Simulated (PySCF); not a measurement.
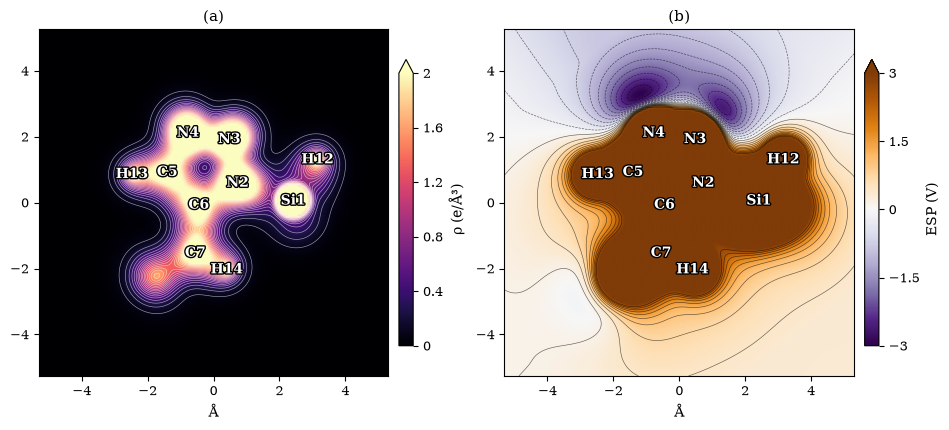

Figure 1: C$_{5}$H$_{9}$N$_{3}$Si (SMILES [SiH3]n1nncc1C1CC1). (a) electron density; (b) molecular electrostatic potential on the plane of atoms C5, C6 and C7.

Geometry: GFN2-xTB.

Computed with PBE0/pcSseg-1, SCF density, gas phase, non-relativistic (PySCF 2.14.0).

Input file:

```
{"job": {"kind": "nmr", "xc": "PBE0", "basis": "pcSseg-1"}, "charge": 0, "multiplicity": 1}
Si    -2.190604    -1.087959     1.231740
N     -1.461438     0.304162     0.442903
N     -2.194274     1.431425     0.321409
N     -1.503080     2.323334    -0.260296
C     -0.282902     1.827514    -0.549315
C     -0.234354     0.522964    -0.104010
C      0.819508    -0.487729    -0.146805
C      2.258071    -0.063880     0.002856
C      1.758700    -0.527587    -1.324779
H     -2.151659    -2.188184     0.266152
H     -1.354244    -1.398825     2.392958
H     -3.526840    -0.627496     1.558774
H      0.457595     2.421091    -1.044098
H      0.533009    -1.435174     0.293994
H      2.457339     0.988487     0.134778
H      2.917690    -0.709032     0.562385
H      2.071805    -1.494261    -1.688253
H      1.616921     0.207467    -2.102049
```

Command:

```sh
OMP_NUM_THREADS=1 python probes_run.py task.json out
```

### Describe what can be read from this map.

The plane passes through Si, N, C and H nuclei. N–N (1.27 Å): ρ at the midpoint is about 3 e/Å³. C–N (1.35 Å): ρ is about 2.4 e/Å³ halfway. C–C (1.38 Å): ρ is about 2.1 e/Å³ halfway. Si–N (1.76 Å): ρ at the midpoint is about 1 e/Å³. C–H (1.07 Å): the density is about 2.1 e/Å³ at the midpoint. Outside the dense part of the molecule the potential is most negative (−3.0 V) near N4.
